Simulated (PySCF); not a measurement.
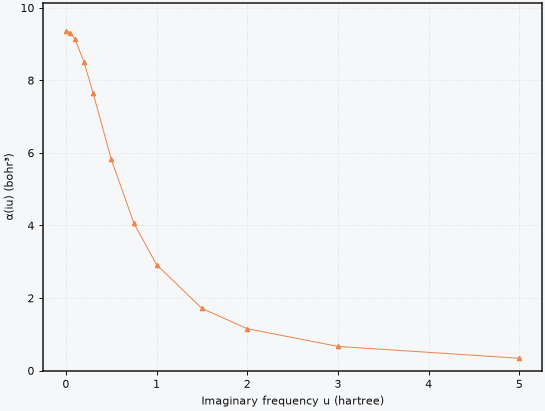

Dipole polarisability at imaginary frequency of an atom or ion with 32 electrons in the configuration [Ar] 3d¹⁰ 4s² 4p². Coupled response at the PBE level; PySCF, aug-cc-pwCVTZ-PP with a 10-electron core potential, unrestricted single determinants, no spin-orbit coupling.

Q: Which species is it, and what does the curve give?

A: Se²⁺. The static dipole polarisability is 9.37 bohr³; α(iu) falls to half of it near u = 0.65 hartree. The Casimir–Polder integral gives C₆ = 44.1 hartree bohr⁶ for two such species.
